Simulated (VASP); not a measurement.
Band structure of Ni (fcc). Computed with revTPSS meta-GGA, VASP's PBE PAW potentials (set 64) (plane waves; VASP).

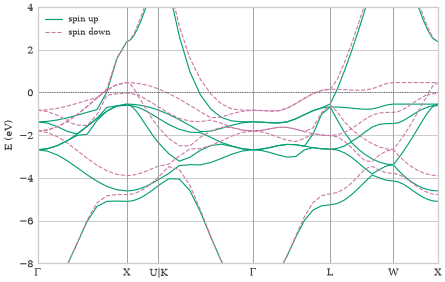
Figure. Bands along high-symmetry lines, zero at the valence-band maximum or, without a gap, the Fermi level

Task: Read the plot: is there a gap, and where are the band edges?

Result: It has no gap at this level: it comes out as a metal or semimetal.

The compound is Ni in the fcc structure. It was relaxed first, which changed the volume by -5 %.
